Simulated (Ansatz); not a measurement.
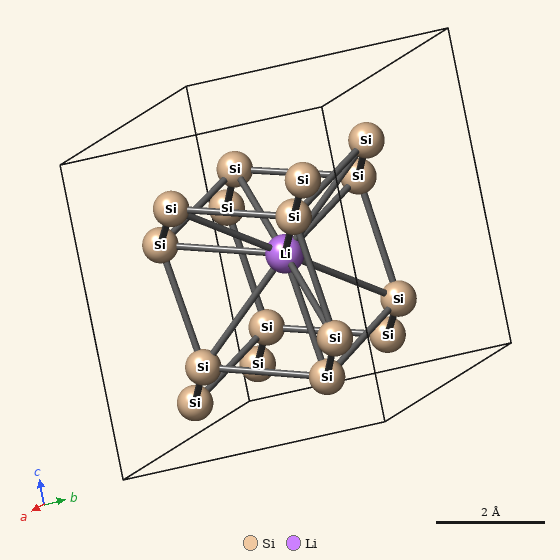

The figure gives a ball-and-stick picture of the atoms, viewed slightly off an axis. Lines trace the edges of the supercell. The host is Si, in a cell of 16 sites, and the cell is neutral.

> Where does the cell differ from the host, and how?

An interstitial lithium atom. It is bonded to ten Si at about 2.4 to 2.8 Å.

The numbers come from Ansatz 0.2.0, DFT PBE, scalar-relativistic, plane waves, PAW, using a basis cut at 420 eV, the zone sampled with 2×2×2 points, Gaussian smearing of 0.01 eV, collinear spins.

> Is the defect magnetic?

No net moment.

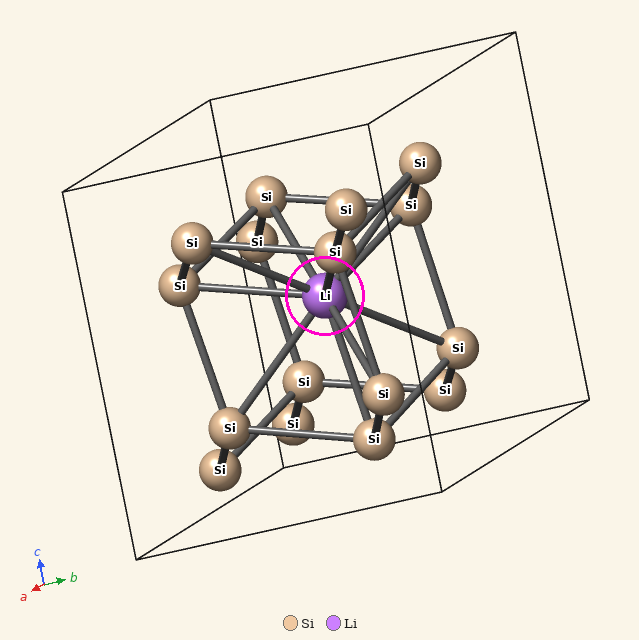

The same cell with a ring at the defect's site.

The atoms were relaxed in the host's cell with DFT PBE, scalar-relativistic, plane waves, PAW (Ansatz 0.2.0).
